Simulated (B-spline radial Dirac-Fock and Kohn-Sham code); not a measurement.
Molybdenum (Z = 42). Level of theory: a Dirac–Hartree–Slater potential of the neutral atom, no hole, surface-current nucleus; calculated with a radial B-spline solver.

A figure with this caption is to be made: «Internal conversion coefficients by shell for magnetic multipoles at a transition energy of 130 keV (K and L shells).» What will it show?

The shells shown sum to 0.120 (M1), 0.989 (M2), 7.39 (M3), 56.5 (M4), 449 (M5). The largest bar is K for M1, K for M2, K for M3, K for M4, K for M5.

Here it is:

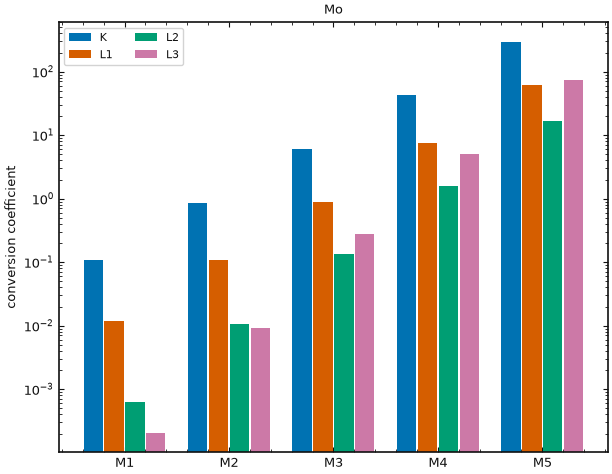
